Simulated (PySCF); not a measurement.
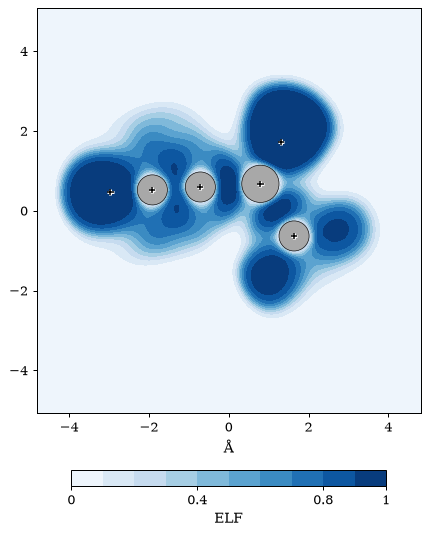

The electron localisation function on a plane through atoms (crosses mark nuclei in the plane; grey discs cover the cores).

Method: wB97X-D/def2-SVPD, SCF density, gas phase (PySCF).

Candidates:
A. C$_{5}$H$_{11}$BSi (SMILES C#CBC[SiH2]CC)
B. C$_{2}$H$_{9}$F$_{3}$Ge$_{3}$ (SMILES FC(F)(F)[CH2][GeH2][GeH2][GeH3])

> Which candidate gave the map?

Candidate A: C$_{5}$H$_{11}$BSi on the plane of atoms C4, B3 and H9, which holds C, B and H. C–C (1.21 Å): the ELF peaks at about 0.85 between the atoms (a short, multiple covalent bond). C–B (1.51 Å): the ELF peaks at about 1 between the atoms (localised, covalent bonding).
